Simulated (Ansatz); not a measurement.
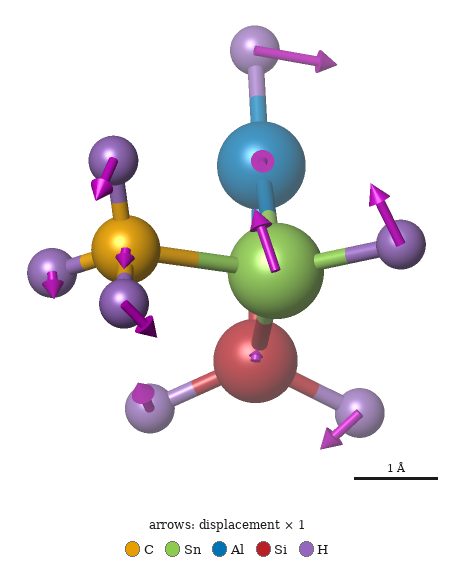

A relaxation of CH₇AlSiSn (coarse preliminary run). The starting structure is drawn; purple arrows show the displacements, at their true length. The two geometries are superimposed by the best rigid fit.

A ball-and-stick model, seen from a free direction.

The start comes from a force field.

These are results of RKS PBE-D4/def2-SVP in Ansatz, not measurements.

Input
```yaml
crystal:
  periodic: [false, false, false]
  atoms:
    - {symbol: C, position_ang: [-1.314900, 1.458400, -0.460900]}
    - {symbol: Sn, position_ang: [-0.844000, -0.537300, -0.067000]}
    - {symbol: Al, position_ang: [1.241700, -0.584200, 1.615500]}
    - {symbol: Si, position_ang: [1.541400, -1.159200, -0.652000]}
    - {symbol: H, position_ang: [-2.124500, 1.528700, -1.294800]}
    - {symbol: H, position_ang: [-1.773000, 1.985200, 0.445500]}
    - {symbol: H, position_ang: [-0.431700, 2.059300, -0.793200]}
    - {symbol: H, position_ang: [-2.018400, -1.676000, 0.418700]}
    - {symbol: H, position_ang: [1.918800, -0.341300, 3.116800]}
    - {symbol: H, position_ang: [2.198700, -0.186200, -1.440600]}
    - {symbol: H, position_ang: [1.671200, -2.604500, -0.867200]}
basis:
  gaussian: {orbitals: def2-SVP}
hamiltonian: {xc: pbe, dispersion: d4}
relax: {f_tol: 0.03, max_steps: 200}
```

Run as
```bash
ansatz run in.yaml --threads 4 --pin off --events-out ev --progress --plain --max-ram 10444MiB
```

What happened in the run?

Answer. After 23 accepted moves (24 points after the start) the energy has fallen by 78.8 kJ/mol. Largest force component: 2.1 eV/Å at the start, 0.017 eV/Å at the end. The line search rejected the trial step at point 12 of the run. The forces were under the threshold at step 7, but the run went on from there. The atom that moves furthest after the best rigid fit is H9 (1.05 Å). By element the largest moves are H 1.05 Å, Sn 0.81 Å, Al 0.41 Å, C 0.27 Å, Si 0.15 Å. Among the contacts that change: Sn2–Si4 2.534 → 2.734 Å, Si4–H10 1.414 → 1.515 Å, C1–Sn2 2.088 → 2.184 Å, Al3–H9 1.665 → 1.605 Å. Among the angles between lasting bonds that change: Sn2–Si4–H11 111.0° → 139.1°, C1–Sn2–Al3 108.1° → 134.4°, Sn2–Si4–H10 113.4° → 91.1°. The run took 28 s on 4 threads of Arm Neoverse V2, on a shared host.
